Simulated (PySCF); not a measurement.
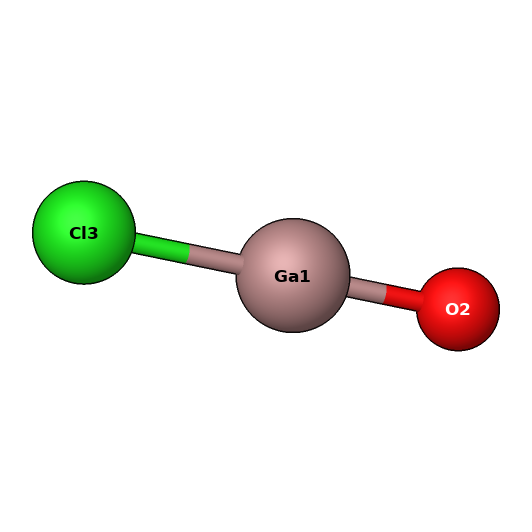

Every bond is drawn as one stick. Computed geometry: PBE0/def2-TZVP optimisation. Method: PBE0/def2-TZVP (PySCF 2.14.0).

List the Mayer bond orders of Ga1–O2, Ga1–Cl3.

```json
{"bond": "Ga1–O2", "Mayer order": "2.13", "length (Å)": "1.643"}
{"bond": "Ga1–Cl3", "Mayer order": "1.23", "length (Å)": "2.081"}
```
